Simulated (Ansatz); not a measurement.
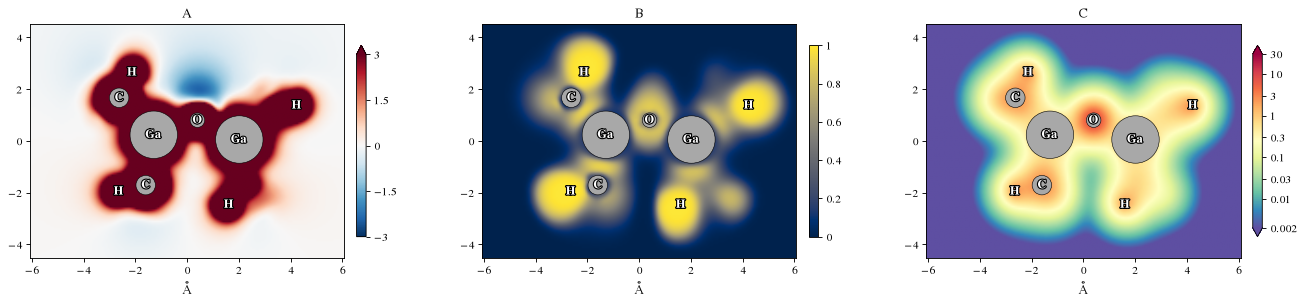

C$_{4}$H$_{12}$Ga$_{2}$O: 3 fields on the plane of atoms Ga2, C3 and H11, with unlabelled colour scales. Grey discs cover the atomic cores.

Geometry: PBE0-D4/def2-TZVP.

These are results of RKS PBE0-D4/def2-TZVPP in Ansatz, not measurements.

Question: Match the panels to the quantities (electron density, electron localisation function and electrostatic potential).

Answer: Panel A: electrostatic potential (strongly positive close to the atoms, with negative regions outside electron-rich atoms). Panel B: electron localisation function. Panel C: electron density. From the grid: Ga–O (1.79 Å): the density is about 0.9 e/Å³ at the midpoint; the ELF peaks at about 0.85 in the valence shell of O, 0.6 Å from its nucleus, and is about 0.20 at the midpoint. C–Ga (1.96 Å): ρ at the midpoint is about 0.79 e/Å³; the ELF peaks at about 0.90 in the valence shell of C, 0.7 Å from its nucleus, and is about 0.55 at the midpoint.
